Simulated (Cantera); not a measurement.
A closed system holds: 1 mol TEOS, a varied amount of N2O, 23 mol N2, 2.6 mol O3, equilibrated at 1825 K and 1.50 mbar.

Equilibrium computed with Cantera from the NASA thermochemical tables; the gas is ideal and each condensed phase is pure. Candidate condensed phases: C, C6H6, C7H8, C8H18, H2O, Si, SiC, SiO2, Si2N2O, Si3N4; 151 gas species. The feed counts by its element totals alone. The tables hold silica as quartz up to 1696 K and as liquid above; real silica turns to tridymite and cristobalite and melts near 1996 K. Equilibrium is a limit: real reactors are often held back by kinetics, nucleation or transport.

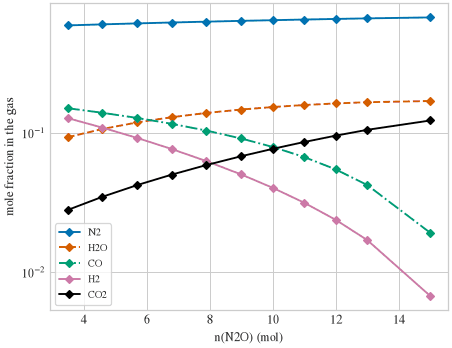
Equilibrium gas composition (values under 1e-9 drawn at 1e-9)

From 3.5 mol N2O to 15 mol N2O the condensed part is SiO2(condensed). The main Si-bearing gas is SiO throughout. The share of Si in condensed phases is highest at 15 mol N2O (99.4 %) and lowest at 3.5 mol N2O (85.5 %).
